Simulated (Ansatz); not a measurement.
# Phonons of La2O3 (P-3m1) against volume, part 3 of 4

Aim: how do the optical modes of La2O3 (P-3m1) move with volume?

Ansatz 0.2.0; DFT PBE, scalar-relativistic, plane waves, PAW; PAW set soft_1.

So far, mean high-frequency dielectric constant: step 4 (zone-centre response at rest) 4.77.

## Step 5: A member of the series: 1.06 times the volume at rest

The cell is set to 1.06 times the volume at rest, and shape and atoms relax at that volume.

File input.yaml:

```yaml
crystal:
  lattice:
    - [3.9975781592, 0.0, 0.0]
    - [-1.9987890796, 3.4620042395, 0.0]
    - [0.0, 0.0, 6.3734303117]
  atoms:
    - { symbol: O, position: [0.6666666667, 0.3333333333, 0.3558797398] }
    - { symbol: O, position: [0.3333333333, 0.6666666667, 0.6441202602] }
    - { symbol: O, position: [0.0, 0.0, 0.0] }
    - { symbol: La, position: [0.6666666667, 0.3333333333, 0.7499454553] }
    - { symbol: La, position: [0.3333333333, 0.6666666667, 0.2500545447] }
kpoints:
  mp_grid: { grid: [9, 9, 4] }
hamiltonian:
  xc: pbe
  pseudopotentials: { kind: paw, azcp: { folder: soft_1 } }
scf:
  occupations: { method: fixed }
output:
  forces: true
  stress: true
  eigenvalues: true
relax:
  adjacent_minimum: "off"
  f_tol: 0.001
  max_steps: 60
  cell: { stress_tol: 0.01, fix: [volume] }
```

Command:

```sh
$ ansatz run input.yaml --threads 4 --pin off --max-ram 16384MiB --backend cpu --events-out ev --progress --plain --runs-dir out
```

Numbers of over 12 decimals in the logs are rounded to 6 here.

Log:

```text
[...]
Crystal: 5 atoms, lattice volume = 88.206 Å³
Basis set: ecut = 420 eV, 1749 PW (Γ), exchange–correlation on 54×54×90 points (8 copies of the dense FFT grid, shifted against one another)
Bands: 25, of which v1, the nominal top of the filled ones, is band 20 counted from 1 (19 counted from 0)
Symmetry: 12 space group operations
[...]
k-points: 43 of 324
[...]
cell:  # Å, volume = 88.2059 Å³
    - [3.988794, 0, 0]
    - [-1.994397, 3.454397, 2.821545693441158e-19]
    - [0, 5.194368234243085e-19, 6.401533]
  atoms:
    - { symbol: O, position: [0.666667, 0.333333, 0.356331] }
    - { symbol: O, position: [0.333333, 0.666667, 0.643669] }
    - { symbol: O, position: [0, 0, 0.0] }
    - { symbol: La, position: [0.666667, 0.333333, 0.748690] }
    - { symbol: La, position: [0.333333, 0.666667, 0.251310] }
[key lines of the parts left out:]
SCF converged after 6 iterations
Free energy (F): -14212.404844 eV
Fermi energy:    8.635826 eV
P = ⅓ Tr σ = -5.6664 GPa (-56.664 kbar)
```

The job ended after 9.7 s (4 threads of Intel Xeon 6975P-C (Granite Rapids), shared host; peak memory 0.63 GiB; 36 s of CPU time).

Step by step:

```
step  energy less that of the first step (eV)  largest force component (eV/Å)  pressure (GPa)  volume (Å³)
   1                                   0.0000                          0.1301           -5.97        88.21
   2                                   0.0124                          0.4986           -4.86        88.21
   3                                  -0.0016                          0.0135           -5.69        88.21
   4                                  -0.0016                          0.0073           -5.68        88.21
   5                                  -0.0016                          0.0014           -5.67        88.21
   6                                  -0.0016                          0.0000           -5.67        88.21
  7*                                  -0.0016                          0.0001           -5.67        88.21
   8                                  -0.0016                          0.0000           -5.67        88.21
  9*                                  -0.0016                          0.0000           -5.67        88.21
```

Relaxation steps marked * repeat the geometry before them on a plane-wave basis chosen anew for their cell, so energy and pressure can jump there. Relaxation step 2 was tried and not accepted.

The run keeps the 12 symmetry operations that it works with, so distortions that break them were not tested.

```
conventional cell, symmetrised  before  after  change
                         a (Å)   3.998  3.989  -0.2 %
                         b (Å)   3.998  3.989  -0.2 %
                         c (Å)   6.373  6.402  +0.4 %
              volume (Å³/atom)   17.64  17.64  +0.0 %
```

The relaxed structure:

```xyz
5
Lattice="3.9888 0.0000 0.0000 -1.9944 3.4544 0.0000 0.0000 0.0000 6.4015" Properties=species:S:1:pos:R:3 pbc="T T T"
O     1.9944    1.1515    2.2811
O     0.0000    2.3029    4.1205
O     0.0000    0.0000    0.0000
La    1.9944    1.1515    4.7928
La    0.0000    2.3029    1.6088
```

This step gave:

```yaml
pressure: -5.666 GPa
gap_on_the_k_mesh: 3.794 eV
volume_per_atom: 17.64 Å³
```

The largest force component left is 0.026 meV/Å, at a pressure of -5.67 GPa.

## Step 6: Zone-centre modes of the member: 1.06 times the volume at rest

The zone-centre modes follow for 1.06 times the volume at rest, with the response to a field.

input.yaml, the sections that differ from step 5:

```yaml
crystal:
  lattice:
    - [3.9887937734, 0.0, 0.0]
    - [-1.9943968867, 3.4543967383, 0.0]
    - [0.0, 0.0, 6.4015332032]
  atoms:
    - { symbol: O, position: [0.6666666667, 0.3333333333, 0.3563309886] }
    - { symbol: O, position: [0.3333333333, 0.6666666667, 0.6436690114] }
    - { symbol: O, position: [0.0, 0.0, 0.0] }
    - { symbol: La, position: [0.6666666667, 0.3333333333, 0.748690099] }
    - { symbol: La, position: [0.3333333333, 0.6666666667, 0.251309901] }
output:
  eigenvalues: true
phonons:
  method: dfpt
  dielectric: true
  rigid_motions: translations
# kpoints, hamiltonian, scf: as in step 5
# relax: removed
```

Log:

```text
[...]
Crystal: 5 atoms, lattice volume = 88.206 Å³
Basis set: ecut = 420 eV, 1761 PW (Γ), exchange–correlation on 54×54×90 points (8 copies of the dense FFT grid, shifted against one another)
Bands: 25, of which v1, the nominal top of the filled ones, is band 20 counted from 1 (19 counted from 0)
Symmetry: 12 space group operations
k-points: 95 of 324 (irreducible under 2 space group operations, time reversal used)
[...]
SCF iter   1: F=—  HF=-14212.844757 eV  |F-HF|=—  |Δ(HF+E_count)|=         —  Δρ=6.52e-2  dr2=3.56e0  ethr=3.10e-3  ⟨swp⟩=3.8  Hψ=9506  notcnv=0  defer=39
[...]
SCF iter  12: F=-14212.404844 eV  HF=-14212.404844 eV  |F-HF|=2.91e-11  |Δ(HF+E_count)|=  8.79e-10  Δρ=1.58e-7  dr2=2.41e-11  ethr=1.00e-12  ⟨swp⟩=21.2  Hψ=20257  notcnv=0
SCF 1 converged in 12 iterations: F = -14212.404844 eV  dr2 = 2.41e-11
[...]
Bands: 21, of which v1, the nominal top of the filled ones, is band 20 counted from 1 (19 counted from 0)
k-points: 110 of 400 (irreducible under 4 space group operations)
[...]
Eigensolver: Dense (110 Hₖ)
SCF iter   1: F=—  HF=-14212.394461 eV  |F-HF|=—  |Δ(HF+E_count)|=         —  Δρ=2.12e-4  dr2=8.86e-6  ethr=1.00e-1
[...]
SCF iter   4: F=-14212.394464 eV  HF=-14212.394464 eV  |F-HF|=2.65e-8  |Δ(HF+E_count)|=   2.59e-7  Δρ=7.35e-6  dr2=4.34e-8  ethr=1.31e-9
SCF 1 converged in 4 iterations: F = -14212.394464 eV  dr2 = 4.34e-8
[...]
SCF converged after 12 iterations
Free energy (F): -14212.404844 eV
[...]
Internal energy: -14212.404844 eV  (E = F + TS)
E sigma→0 (E₀):  -14212.404844 eV
Fermi energy:    8.635823 eV
[...]
--- Band table (eV; the first three rows and the last of 95) ---
  k-point 0: bands = [... 16 lower, 7.1626, 8.4172, 8.4172, 8.6187, 12.6486, 13.1865, 13.1865, 13.3647, ... 1 higher]
  k-point 1: bands = [... 16 lower, 7.4433, 8.3512, 8.4473, 8.4473, 12.8061, 13.2098, 13.2098, 13.4098, ... 1 higher]
  k-point 2: bands = [... 16 lower, 7.7243, 8.0093, 8.4806, 8.4806, 13.0419, 13.1816, 13.2300, 13.2300, ... 1 higher]
  k-point 94: bands = [... 16 lower, 7.9381, 8.1284, 8.4274, 8.6345, 12.9455, 13.0727, 13.1568, 13.4752, ... 1 higher]
[...]
ASR residual: 1.549e-4 → 0.000e0 eV/Å²; symmetrization residual: 2.878e-6 eV/Å²
  ASR residual per site (eV/Å²): 3.30e-5 3.30e-5 1.55e-4 8.24e-5 8.24e-5
[...]
ε∞ (high-frequency dielectric tensor):
        4.765128    -0.000000     0.000000
        0.000000     4.765128     0.000000
        0.000000     0.000000     4.601020
  ε⁰ (static dielectric tensor: ions relaxed, cell fixed):
       51.913508     0.000000     0.000000
        0.000000    51.913508     0.000000
        0.000000     0.000000    46.979642
  ε⁰ − ε∞ (ionic part):
       47.148380     0.000000     0.000000
        0.000000    47.148380     0.000000
        0.000000     0.000000    42.378622
[...]
Born effective charges Z* (e; rows j = field, columns β = displacement):
    site 0:
        -2.85982   -0.00000   -0.00000
         0.00000   -2.85982    0.00000
        -0.00000    0.00000   -2.46318
    site 1:
        -2.85982   -0.00000   -0.00000
         0.00000   -2.85982    0.00000
        -0.00000    0.00000   -2.46318
    site 2:
        -2.63060   -0.00000   -0.00000
         0.00000   -2.63060    0.00000
        -0.00000    0.00000   -2.61069
    site 3:
         4.17512    0.00000    0.00000
        -0.00000    4.17512   -0.00000
         0.00000   -0.00000    3.76852
    site 4:
         4.17512    0.00000    0.00000
        -0.00000    4.17512   -0.00000
         0.00000   -0.00000    3.76852
  Z* charge neutrality: 6.989e-4 e pre-enforcement
  solved inside a basis spanned on kpoints, on 10×10×4 k-points, its susceptibility summed on 12×12×6: ε∞ is read to err by 1.3e-2, Z* by 1.4e-2 e (field_mesh: kpoints solves on kpoints); Z* is corrected for what the basis lacks
  optical modes at Γ without the LO–TO term, one row a degenerate level:
      ω (cm⁻¹)  modes    IR ((D/Å)²/amu)
         87.62      2             0.0000
        111.14      2            43.7655
        130.80      1            29.7437
        160.30      1             0.0000
        313.08      2            34.9475
        350.30      2             0.0000
        365.84      1             0.0000
        402.30      1             2.3003
  optical modes at Γ + LO–TO along q̂ = [1.0000, 0.0000, 0.0000]:
      ω (cm⁻¹)  modes    IR ((D/Å)²/amu)
         87.62      2             0.0000
        111.14      1            21.8828
        130.80      1            29.7437
        160.30      1             0.0000
        225.59      1             1.7183
        313.08      1            17.4737
        350.30      2             0.0000
        365.84      1             0.0000
[...]
optical modes at Γ + LO–TO along q̂ = [0.0000, 1.0000, 0.0000]:
      ω (cm⁻¹)  modes    IR ((D/Å)²/amu)
[...]
350.30      2             0.0000
        365.84      1             0.0000
        402.30      1             2.3003
        509.11      1            37.6382
  optical modes at Γ + LO–TO along q̂ = [0.0000, 0.0000, 1.0000]:
      ω (cm⁻¹)  modes    IR ((D/Å)²/amu)
         87.62      2             0.0000
        111.14      2            43.7655
        160.30      1             0.0000
        313.08      2            34.9475
        350.30      2             0.0000
        360.84      1             7.8302
        365.84      1             0.0000
        465.99      1            24.2138
```

Run time: 53 s. Hardware: 4 threads; peak memory 1.5 GiB.

This step gave:

```
sum-rule residual before enforcement                    : 1.55e-4 eV/Å²
miss of the charge sum rule                             : 6.99e-4 e
estimated error of the dielectric tensor                : 0.01314
estimated error of the Born charges                     : 0.01399 e
highest optical mode at the zone centre (no LO-TO term) : 402.3 cm⁻¹
lowest optical zone-centre mode                         : 87.62 cm⁻¹
mean high-frequency dielectric constant                 : 4.710
largest Born charge (third of the trace)                : 4.040 e
mean static dielectric constant                         : 50.27
top of the zone-centre spectrum with the field          : 509.1 cm⁻¹
```

Without the LO-TO term. Patterns of degenerate modes are one choice out of their space. The modes at Γ (shares of kinetic energy by element, %):

```
mode  frequency (cm⁻¹)  symmetry  O %  La %
   1               0.0  acoustic   15    85
   2               0.0  acoustic   15    85
   3               0.0  acoustic   15    85
   4              87.6        Eg    1    99
   5              87.6        Eg    1    99
   6             111.1        Eu   91     9
   7             111.1        Eu   91     9
   8             130.8       A2u   87    13
   9             160.3       A1g    9    91
  10             313.1        Eu   94     6
  11             313.1        Eu   94     6
  12             350.3        Eg   99     1
  13             350.3        Eg   99     1
  14             365.8       A1g   91     9
  15             402.3       A2u   99     1
```

Transverse modes. Infrared lines, with heights relative to the strongest:

```
position (cm⁻¹)  label  relative intensity
             88     Eg                 0.0
            111     Eu                 100
            131    A2u                  68
            160    A1g                 0.0
            313     Eu                  80
            350     Eg                 0.0
            366    A1g                 0.0
            402    A2u                 5.3
```

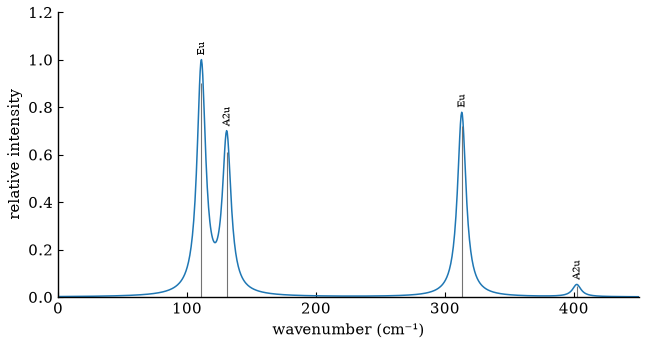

The infrared spectrum, broadened with Lorentzians of width 8 cm⁻¹; bars mark the lines.

Without the LO-TO term the lowest optical mode is real, 87.6 cm⁻¹, and the highest lies at 402.3 cm⁻¹.

## Step 7: A member of the series: 0.9 times the volume at rest

The cell is set to 0.9 times the volume at rest, and shape and atoms relax at that volume.

File input.yaml:

```yaml
crystal:
  lattice:
    - [3.8561519398, 0.0, 0.0]
    - [-1.9280759699, 3.3395255407, 0.0]
    - [0.0, 0.0, 5.815613524]
  atoms:
    - { symbol: O, position: [0.6666666667, 0.3333333333, 0.3506289682] }
    - { symbol: O, position: [0.3333333333, 0.6666666667, 0.6493710318] }
    - { symbol: O, position: [0.0, 0.0, 0.0] }
    - { symbol: La, position: [0.6666666667, 0.3333333333, 0.7590447728] }
    - { symbol: La, position: [0.3333333333, 0.6666666667, 0.2409552272] }
kpoints:
  mp_grid: { grid: [9, 9, 4] }
hamiltonian:
  xc: pbe
  pseudopotentials: { kind: paw, azcp: { folder: soft_1 } }
scf:
  occupations: { method: fixed }
output:
  forces: true
  stress: true
  eigenvalues: true
relax:
  adjacent_minimum: "off"
  f_tol: 0.001
  max_steps: 60
  cell: { stress_tol: 0.01, fix: [volume] }
```

Log:

```text
[...]
Crystal: 5 atoms, lattice volume = 74.892 Å³
Basis set: ecut = 420 eV, 1495 PW (Γ), exchange–correlation on 54×54×80 points (8 copies of the dense FFT grid, shifted against one another)
Bands: 25, of which v1, the nominal top of the filled ones, is band 20 counted from 1 (19 counted from 0)
Symmetry: 12 space group operations
[...]
k-points: 43 of 324
[...]
cell:  # Å, volume = 74.8918 Å³
    - [3.872750, 0, 0.0]
    - [-1.936375, 3.353900, -5.296784179357939e-19]
    - [0.0, -9.224079687869897e-19, 5.765871]
  atoms:
    - { symbol: O, position: [0.666667, 0.333333, 0.349097] }
    - { symbol: O, position: [0.333333, 0.666667, 0.650903] }
    - { symbol: O, position: [0, 0, 0] }
    - { symbol: La, position: [0.666667, 0.333333, 0.760941] }
    - { symbol: La, position: [0.333333, 0.666667, 0.239059] }
[key lines of the parts left out:]
SCF converged after 6 iterations
Free energy (F): -14212.164884 eV
Fermi energy:    10.905243 eV
P = ⅓ Tr σ = 13.8595 GPa (138.595 kbar)
```

The job ended after 8.6 s (4 threads; peak memory 0.6 GiB; 32 s of CPU time).

Step by step:

```
step  energy less that of the first step (eV)  largest force component (eV/Å)  pressure (GPa)  volume (Å³)
   1                                   0.0000                          0.1804           14.56        74.89
   2                                   0.0055                          0.4656           13.16        74.89
   3                                  -0.0031                          0.0077           14.05        74.89
   4                                  -0.0031                          0.0484           13.85        74.89
   5                                  -0.0035                          0.0028           13.87        74.89
   6                                  -0.0035                          0.0001           13.88        74.89
  7*                                  -0.0036                          0.0002           13.88        74.89
   8                                  -0.0036                          0.0001           13.86        74.89
  9*                                  -0.0036                          0.0001           13.86        74.89
```

Relaxation steps marked * repeat the geometry before them on a plane-wave basis chosen anew for their cell, so energy and pressure can jump there. Relaxation step 2 was tried and not accepted.

The run keeps the 12 symmetry operations that it works with, so distortions that break them were not tested.

```
conventional cell, symmetrised  before  after  change
                         a (Å)   3.856  3.873  +0.4 %
                         b (Å)   3.856  3.873  +0.4 %
                         c (Å)   5.816  5.766  -0.9 %
              volume (Å³/atom)   14.98  14.98  +0.0 %
```

The atoms that moved most (Å, as changes of fractional coordinates times the final cell):

```
atom     dx     dy      dz  length
 La5  0.000  0.000  -0.011   0.011
 La4  0.000  0.000   0.011   0.011
  O1  0.000  0.000  -0.009   0.009
  O2  0.000  0.000   0.009   0.009
```

The relaxed structure:

```xyz
5
Lattice="3.8727 0.0000 0.0000 -1.9364 3.3539 0.0000 0.0000 0.0000 5.7659" Properties=species:S:1:pos:R:3 pbc="T T T"
O     1.9364    1.1180    2.0129
O     0.0000    2.2359    3.7530
O     0.0000    0.0000    0.0000
La    1.9364    1.1180    4.3875
La    0.0000    2.2359    1.3784
```

This step gave:

| Item | Value |
| --- | --- |
| pressure | 13.86 GPa |
| gap on the k-mesh | 3.872 eV |
| volume per atom | 14.98 Å³ |

The largest force component left is 0.056 meV/Å, at a pressure of 13.86 GPa.

(Continued in part 4 of 4.)

[Logs are printed without paths, hosts, clocks, repeated set-up lines and the standing remarks that a program may print on its own settings, such as how far it seeks lower states.]

[Hosts, paths, dates, database ids (printed as entryN), source tags and the programs' standing remarks are cut or masked in the printed files.]
